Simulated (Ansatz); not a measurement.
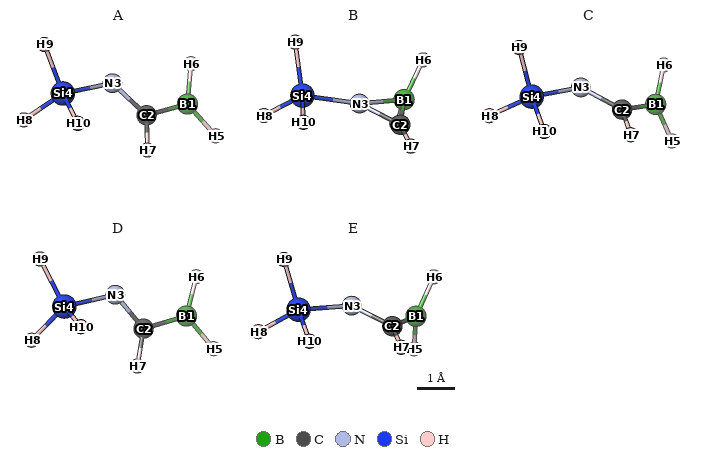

5 geometries from one relaxation of CH₆BNSi, in shuffled order. The picture is a ball-and-stick view, seen at a tilt.

The run prepares an end point of a later path (hydrogen shift) calculation, from a guessed geometry.

Level of theory: Ansatz, RKS PBE-D4/cc-pVDZ. Set-up: no spin polarisation; force threshold 0.02 eV/Å; at most 50 steps.

Put them in the order of the run, from the start to the converged end.

D, A, C, E, B. They are steps 0, 5, 11, 15, 23, at +69.3 kJ/mol, +34.9 kJ/mol, +27.4 kJ/mol, +19.6 kJ/mol relative to the last. H5 moves most after the best rigid fit: 1.58 Å. By element the largest moves are H 1.58 Å, C 0.86 Å, N 0.65 Å, B 0.49 Å, Si 0.36 Å. Near-neighbour distances that change, for instance: B1–N3 2.381 → 1.703 Å, Si4–H10 1.400 → 1.509 Å, B1–C2 1.504 → 1.564 Å, N3–Si4 1.845 → 1.791 Å. Among the angles between lasting bonds that change: B1–C2–N3 118.2° → 72.6°, B1–C2–H7 120.7° → 159.9°, C2–N3–Si4 120.8° → 138.2°. Groups turn about N3–Si4 by about 60°. Over 23 geometry steps the energy falls by 69.3 kJ/mol. The largest force component goes from 2.5 to 0.0076 eV/Å.
